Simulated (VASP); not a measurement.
Energy against volume of Li2Se (antifluorite). Computed with revPBE GGA, VASP's PBE PAW potentials (set 64) (plane waves; VASP).

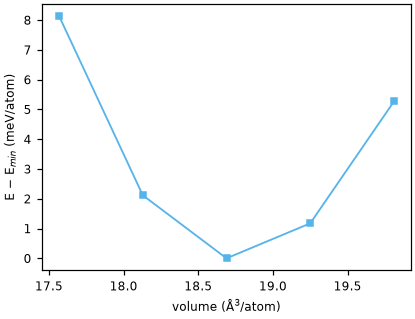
*Energy against volume*

Question: Estimate the equilibrium volume and the bulk modulus.

Answer: The minimum lies near 18.8 Å³/atom, and the curvature gives B0 of about 31 GPa.

Measured: a 6.002 Å (computed value off by +1.4 %), as given by Syrotyuk et al., Condensed Matter Physics (2015), arXiv:1510.06546. The calculation is for a static lattice, while the measured a holds thermal and zero-point effects, which are part of the difference.

The compound is Li2Se in the antifluorite structure. It was relaxed first.
